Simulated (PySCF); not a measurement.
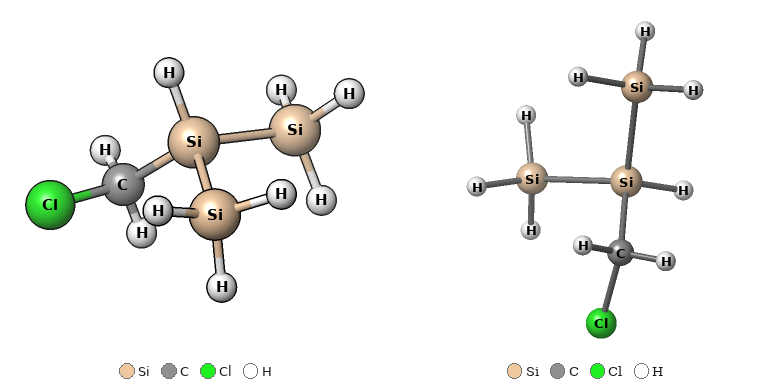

Two views of one molecule.

Question: What is the molecular formula?

Answer: CH₉ClSi₃, 14 atoms: 1 carbon, 9 hydrogen, 1 chlorine and 3 silicon.

Question: Count the bonded pairs by element.

Answer: 7 Si–H, 2 Si–Si, 2 C–H, 1 C–Si, 1 C–Cl.

More results for the same structure follow; atom numbers are the same in all pictures, views and colours differ. The geometry was computed by an optimisation with PBE0-D3(BJ)/def2-SVP. No frequency run is at hand to confirm it as a minimum.

## Geometry

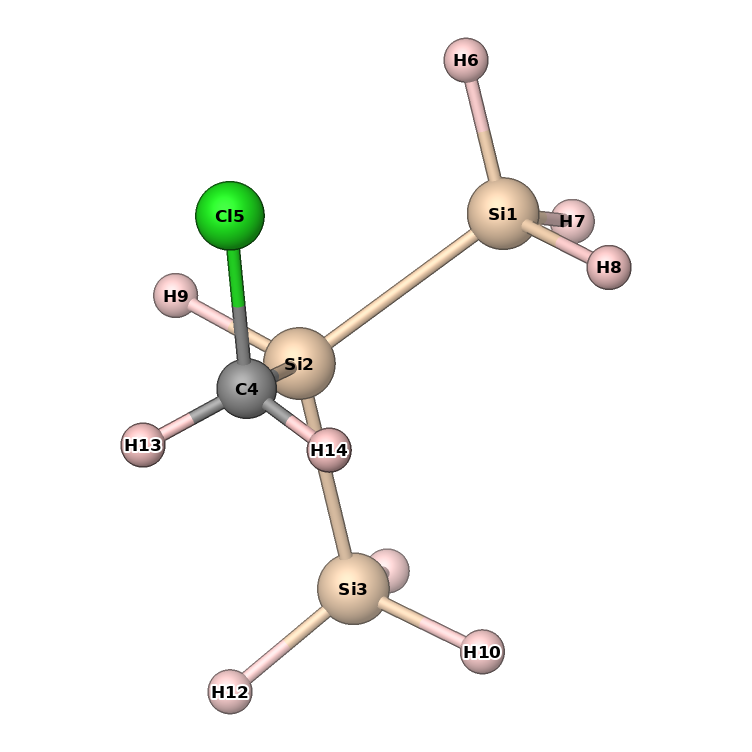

Si2 lies behind C4. The molecule seen a little off the C4–Si2 bond, C4 in front. Distant atoms are faded towards the background colour. No frequency run is at hand to confirm it as a minimum.

Question: What is the torsion angle Cl5–C4–Si2–Si1? The sign is positive where the front bond must turn clockwise to cover the back bond.

Answer: 52°, synclinal (gauche). The bonds about C4–Si2 are staggered.

## NMR shielding

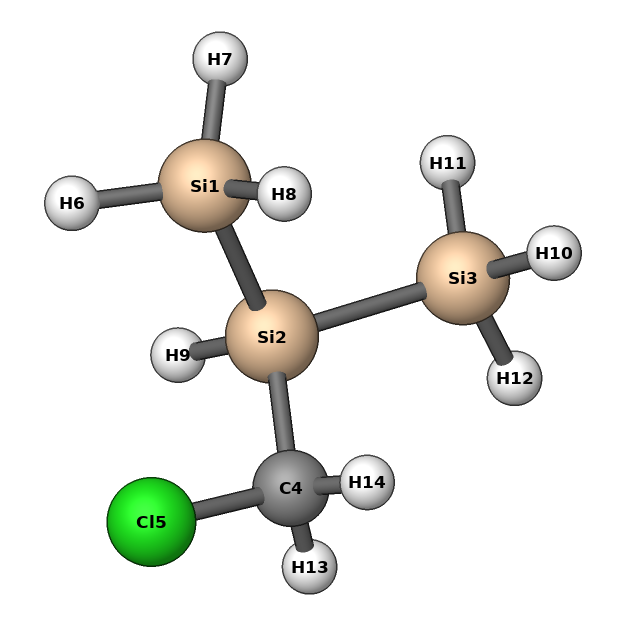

No frequency run is at hand to confirm it as a minimum. Level of theory: GIAO PBE0/pcSseg-0 NMR shielding, non-relativistic, gas phase (PySCF 2.14.0). Principal shieldings σ11 ≤ σ22 ≤ σ33, span Ω = σ33 − σ11, skew κ = 3(σiso − σ22)/Ω.

Give the shielding tensors of the Cl atoms.

| atom | σ11 | σ22 | σ33 | σiso | Ω | κ |
| --- | --- | --- | --- | --- | --- | --- |
| Cl5 | 752.0 | 812.8 | 1086.8 | 883.9 | 334.8 | 0.64 |

Shieldings and span in ppm.

## Charges

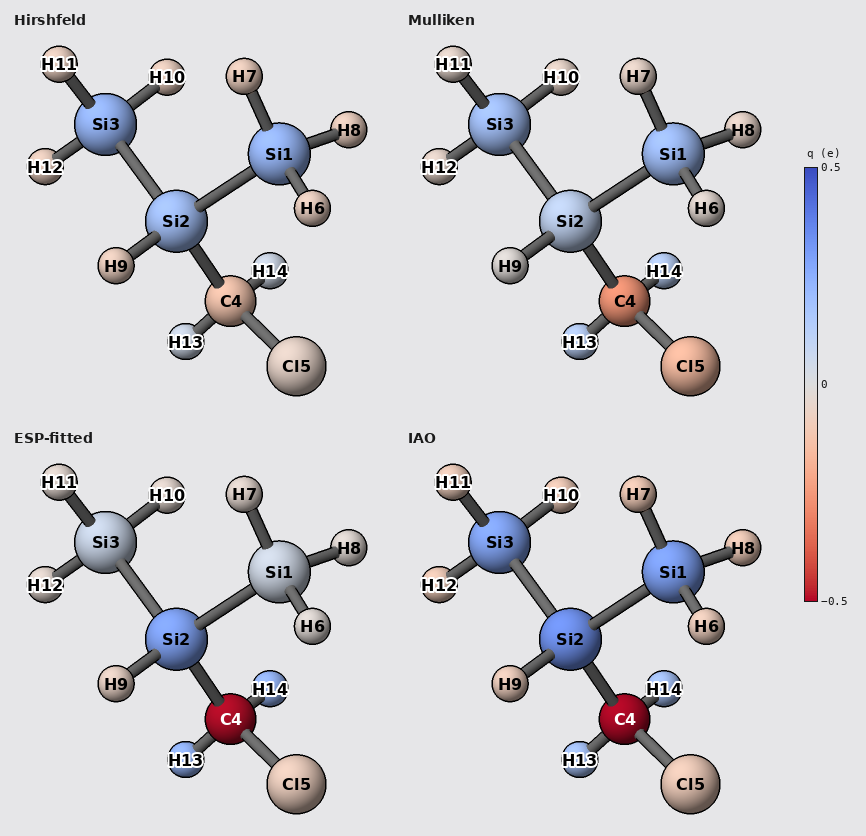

Atomic charges of one calculation by 4 schemes, on one colour scale. No frequency run is at hand to confirm it as a minimum. Computed with PBE0/def2-SVP (PySCF 2.14.0).

Question: Which scheme gives the most polar picture (largest mean size of the charges)?

Answer: The IAO charges are the largest in size here, and the Hirshfeld charges the smallest.

Question: On which atom do the schemes disagree most?

Answer: On C4 (from −0.49 to −0.12 e).

List the charges (e), one line for each set of equivalent atoms.

```
atom  Hirshfeld  Mulliken  ESP-fitted    IAO
 Si1       0.20      0.18        0.04   0.28
 Si2       0.17      0.09        0.27   0.32
 Si3       0.21      0.17        0.06   0.26
  C4      −0.12     −0.26       −0.49  −0.49
 Cl5      −0.05     −0.15       −0.08  −0.09
  H6      −0.07     −0.03       −0.02  −0.08
  H7      −0.08     −0.05       −0.03  −0.10
  H8      −0.07     −0.05       −0.02  −0.09
  H9      −0.07     −0.01       −0.06  −0.08
 H10      −0.07     −0.05       −0.03  −0.09
 H11      −0.07     −0.04       −0.03  −0.09
 H12      −0.07     −0.04       −0.03  −0.09
 H13       0.05      0.12        0.22   0.17
 H14       0.05      0.12        0.21   0.16
```

## Core levels

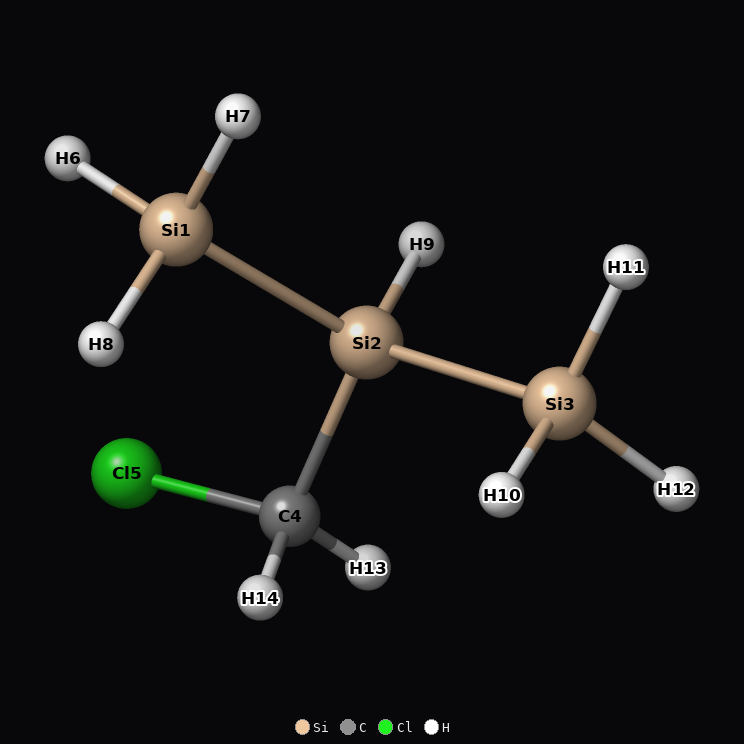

No frequency run is at hand to confirm it as a minimum. Method: delta-SCF UKS SCAN, def2-TZVP on the ionised atom, pcseg-1 elsewhere, spin-free X2C (PySCF 2.14.0).

Give the core-electron binding energies (to vacuum; p and d levels without spin–orbit splitting) of Si1 1s, Si1 2p, Si2 1s, Si2 2p, C4 1s, Cl5 1s, Cl5 2p.

```csv
atom,level,binding energy (eV)
Si1,1s,1850.1
Si1,2p,107.0
Si2,1s,1849.8
Si2,2p,106.8
C4,1s,292.2
Cl5,1s,2832.6
Cl5,2p,206.9
```

## Dipole moment

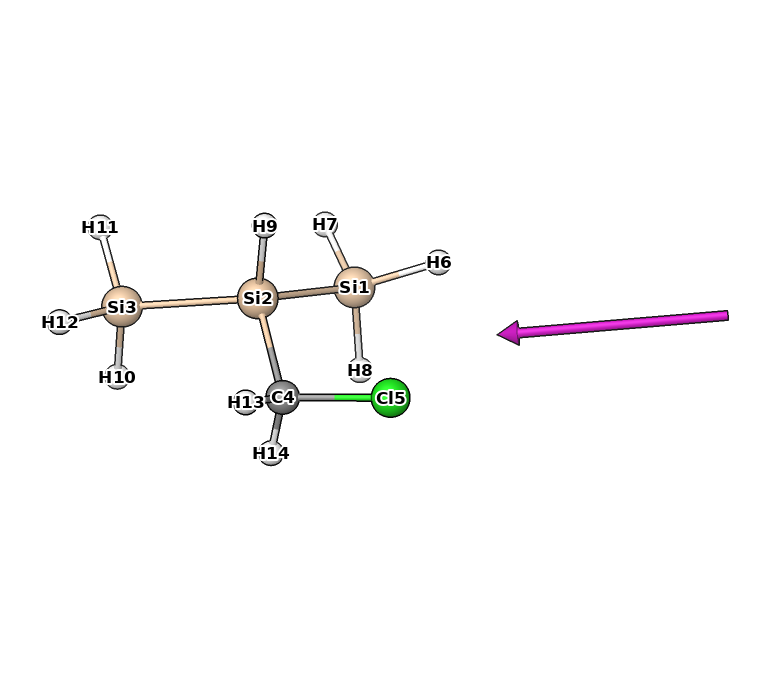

The arrow beside the molecule shows the direction of the dipole moment, from the negative to the positive end (its length means nothing). No frequency run is at hand to confirm it as a minimum. Method: PBE0/6-311+G(2d,p), gas phase (PySCF 2.14.0).

Question: Estimate the dipole moment.

Answer: 1.51 D; it points from the side of H6 to the side of H12 (the outermost atoms at the two ends).

Mulliken values depend strongly on the basis set and can even reverse the polarity of a bond.
